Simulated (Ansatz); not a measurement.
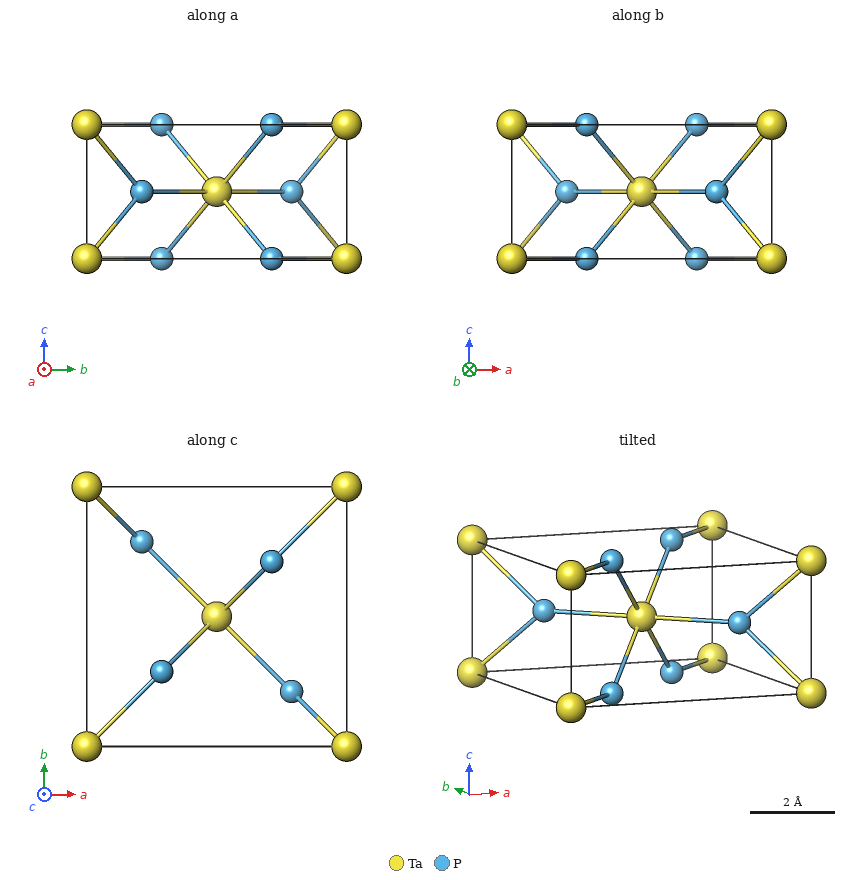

A ball-and-stick rendering, viewed along the a axis, along the b axis, along the c axis and slightly off an axis. One conventional unit cell is framed, with atoms on its boundary repeated.

Lattice parameters: a = 6.227 Å, b = 6.227 Å, c = 3.213 Å, α = 90.00°, β = 90.00°, γ = 90.00°. Put a along x and b in the xy plane.

Q: Convert the drawing into a POSCAR file, with free fractional coordinates to two decimals.

A:
```
Ta P
1.0
     6.227    0.000    0.000
     0.000    6.227    0.000
     0.000    0.000    3.213
Ta P
2 4
Direct
  0.00 0.00 0.00
  0.50 0.50 0.50
  0.29 0.29 0.00
  0.21 0.79 0.50
  0.71 0.71 0.00
  0.79 0.21 0.50
```

The structure was taken from a structure type filled with these elements by a generator (whether the compound takes this form wasn't checked). The geometry was optimised with Ansatz, DFT PBE, scalar-relativistic, plane waves, PAW.
